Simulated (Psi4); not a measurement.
# BPH3F3 (SMILES [BH3-][P+](F)(F)F): MP3/6-31G(d) (spherical functions)

Aim: the energy change on altering one bond length of BPH3F3 at MP3/6-31G* (spherical functions), from 2 runs. The job is set up through a Python script.

Program for the calculation: Psi4 1.11.

2 further runs of the same task are left out: 1 that didn't finish, 1 set aside as unsound or not needed.

**1. The molecule**

BPH3F3: 8 atoms, total charge 0, spin state singlet. As SMILES, `[BH3-][P+](F)(F)F`. Geometry: relaxed at PBE0-D4/def2-TZVP.

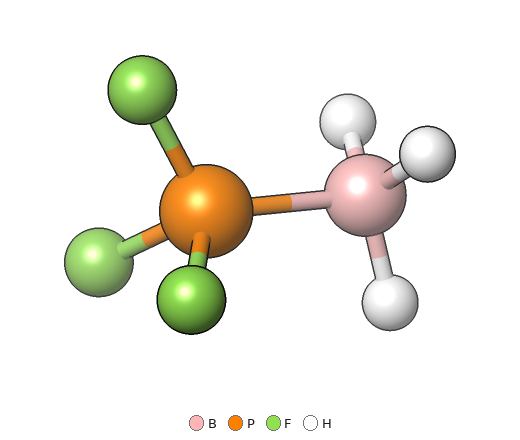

Viewed from a chosen angle; boron pink, phosphorus orange, fluorine green, hydrogen white.

**2. The energy at MP3/6-31G(d) (spherical functions)**

Input file calc.py:

```python
import psi4

psi4.set_memory(2200000000)
psi4.set_num_threads(1)
psi4.set_output_file('output.dat', False)

molecule = psi4.geometry("""
B     -0.079940     0.958130     0.502960
P      0.055250    -0.662160    -0.347680
F      0.301370    -1.910790     0.523410
F     -1.155920    -1.141880    -1.173150
F      1.178770    -0.833130    -1.390240
H     -1.022770     0.798330     1.239980
H     -0.266070     1.727350    -0.408780
H      0.989320     1.064150     1.053500
units angstrom
symmetry c1
no_reorient
no_com
""")

psi4.set_options({
    'basis': '6-31G*',
    'puream': True,
    'e_convergence': 1e-09,
    'd_convergence': 1e-08,
    'scf_type': 'pk',
    'num_frozen_docc': 9,
    'mp_type': 'conv',
})

E = psi4.energy("mp3")
print(f'mp3 energy: {E:.10f} Eh')
```

Started as:

```
$ python calc.py
```

output.dat:

```text
[...]
  Running in c1 symmetry.
[...]
  Nuclear repulsion =  269.858079594122273
[...]
  Multiplicity = 1
[...]
  Nalpha       = 25
  Nbeta        = 25
[...]
    Number of basis functions: 80
[...]
   @RHF iter   1:  -665.42097470411568   -4.44277e-01   5.92345e-03 ADIIS/DIIS
[...]
   @RHF iter  10:  -665.52824628646908   -2.29647e-11   9.65897e-09 DIIS
[...]
    Orbital Energies [Eh]
    ---------------------
    Doubly Occupied:
       1A    -80.196612     2A    -26.390343     3A    -26.390342
       4A    -26.390342     5A     -7.723686     6A     -7.548457
       7A     -5.619775     8A     -5.619775     9A     -5.616106
      10A     -1.744364    11A     -1.687625    12A     -1.687624
      13A     -0.979108    14A     -0.842707    15A     -0.839598
      16A     -0.839598    17A     -0.767413    18A     -0.767412
      19A     -0.731152    20A     -0.723801    21A     -0.723801
      22A     -0.709343    23A     -0.494403    24A     -0.478950
      25A     -0.478944
[...]
  @RHF Final Energy:  -665.52824628646908
   => Energetics <=
    Nuclear Repulsion Energy =            269.8580795941222732
    One-Electron Energy =               -1458.7900876068852085
    Two-Electron Energy =                 523.4037617262938511
    Total Energy =                       -665.5282462864690842
[...]
 Multipole Moments:
 ------------------------------------------------------------------------------------
     Multipole            Electronic (a.u.)      Nuclear  (a.u.)        Total (a.u.)
 ------------------------------------------------------------------------------------
 L = 1.  Multiply by 2.5417464519 to convert [e a0] to [Debye]
 Dipole X            :         -5.7009265            5.7589593            0.0580328
 Dipole Y            :         68.3251150          -69.0205838           -0.6954687
 Dipole Z            :         35.8712555          -36.2364811           -0.3652257
 Magnitude           :                                                    0.7876766
[...]
	SCS-MP2 Total Energy (a.u.)        :  -666.21788126332922
	SOS-MP2 Total Energy (a.u.)        :  -666.20560644679267
[...]
	SOS-PI-MP2 Total Energy (a.u.)     :  -666.25771107450987
[...]
	MP2 Total Energy (a.u.)            :  -666.24243089640265
[...]
	SCS-MP3 Total Energy (a.u.)        :  -666.22008747383825
[...]
	MP3 Total Energy (a.u.)            :  -666.25125573843854
[...]
```

On the terminal:

```text
mp3 energy: -666.2512557384 Eh
```

Wall time 4.8 s (1 thread of Intel Xeon 6975P-C (Granite Rapids), shared host); peak memory 0.42 GiB.

**3. The distorted shape at the same level**

Input file bf3h3p.py:

```python
import psi4

psi4.set_memory(2200000000)
psi4.set_num_threads(1)
psi4.set_output_file('psi4.out', False)

geom = psi4.geometry("""
B     -0.641672     1.043611     1.024214
P     -0.506482    -0.576679     0.173574
F     -0.260362    -1.825309     1.044664
F     -1.717652    -1.056399    -0.651896
F      1.178770    -0.833130    -1.390240
H     -1.584502     0.883811     1.761234
H     -0.827802     1.812831     0.112474
H      0.427588     1.149631     1.574754
symmetry c1
""")

options = {'basis': '6-31G*', 'puream': True, 'e_convergence': 1e-09, 'd_convergence': 1e-08, 'scf_type': 'pk', 'num_frozen_docc': 9, 'mp_type': 'conv'}
psi4.set_options(options)

e_tot, wfn = psi4.energy("mp3", return_wfn=True)
print(f'total energy {e_tot:.8f} hartree = {e_tot * 27.211386:.5f} eV')
```

Started as:

```
$ python bf3h3p.py
```

psi4.out:

```text
[...]
  Running in c1 symmetry.
[...]
  Nuclear repulsion =  244.571821390108283
[...]
  Multiplicity = 1
[...]
  Nalpha       = 25
  Nbeta        = 25
[...]
    Number of basis functions: 80
[...]
   @RHF iter   1:  -665.18106088833338   -8.71908e-01   7.58474e-03 DIIS/ADIIS
[...]
   @RHF iter  14:  -665.36879718646878   -1.59162e-12   3.22924e-09 DIIS
[...]
    Orbital Energies [Eh]
    ---------------------
    Doubly Occupied:
       1A    -80.247394     2A    -26.431855     3A    -26.431853
       4A    -26.239641     5A     -7.771581     6A     -7.590222
       7A     -5.666434     8A     -5.665196     9A     -5.663106
      10A     -1.761662    11A     -1.722443    12A     -1.454024
      13A     -0.997814    14A     -0.858719    15A     -0.856271
      16A     -0.819667    17A     -0.776052    18A     -0.774011
      19A     -0.753879    20A     -0.590698    21A     -0.565080
      22A     -0.563157    23A     -0.515703    24A     -0.510600
      25A     -0.492181
[...]
  @RHF Final Energy:  -665.36879718646878
   => Energetics <=
    Nuclear Repulsion Energy =            244.5718213901082834
    One-Electron Energy =               -1408.4427556504506356
    Two-Electron Energy =                 498.5021370738736550
    Total Energy =                       -665.3687971864687825
[...]
 Multipole Moments:
 ------------------------------------------------------------------------------------
     Multipole            Electronic (a.u.)      Nuclear  (a.u.)        Total (a.u.)
 ------------------------------------------------------------------------------------
 L = 1.  Multiply by 2.5417464519 to convert [e a0] to [Debye]
 Dipole X            :         -0.2679230           -0.7692370           -1.0371600
 Dipole Y            :         -5.5935352            5.2905631           -0.3029721
 Dipole Z            :         -2.3057413            3.0591780            0.7534366
 Magnitude           :                                                    1.3172546
[...]
	SCS-MP2 Total Energy (a.u.)        :  -666.09227069294457
	SOS-MP2 Total Energy (a.u.)        :  -666.08057845198891
[...]
	SOS-PI-MP2 Total Energy (a.u.)     :  -666.13533085702886
[...]
	MP2 Total Energy (a.u.)            :  -666.11565517485610
[...]
	SCS-MP3 Total Energy (a.u.)        :  -666.09250997755237
[...]
	MP3 Total Energy (a.u.)            :  -666.11661231328719
[...]
```

The script printed:

```text
total energy -666.11661231 hartree = -18125.95626 eV
```

Run time: 5.4 s. Hardware: 1 thread of Intel Xeon 6975P-C (Granite Rapids), shared host; peak memory 0.43 GiB.

**4. Outcome**

Level: MP3/6-31G* (spherical functions), 9 core orbitals frozen.

```
                                                         quantity          value
                                        first shape: total energy  -666.25126 Eh
                 first shape: HOMO energy (Hartree–Fock orbitals)      -13.03 eV
                 first shape: LUMO energy (Hartree–Fock orbitals)        4.38 eV
               first shape: HOMO–LUMO gap (Hartree–Fock orbitals)       17.42 eV
         first shape: correlation energy (9 core orbitals frozen)     -723.0 mEh
                                    distorted shape: total energy  -666.11661 Eh
             distorted shape: HOMO energy (Hartree–Fock orbitals)      -13.39 eV
             distorted shape: LUMO energy (Hartree–Fock orbitals)       -0.53 eV
           distorted shape: HOMO–LUMO gap (Hartree–Fock orbitals)       12.87 eV
     distorted shape: correlation energy (9 core orbitals frozen)     -747.8 mEh
energy change with the P2–F5 bond stretched from 1.542 to 2.313 Å       3.664 eV
```

What this shows: With the P2–F5 bond stretched from 1.542 to 2.313 Å the energy rises by 3.66 eV (84 kcal/mol). The first shape isn't relaxed at this level, so the change isn't measured from a minimum.
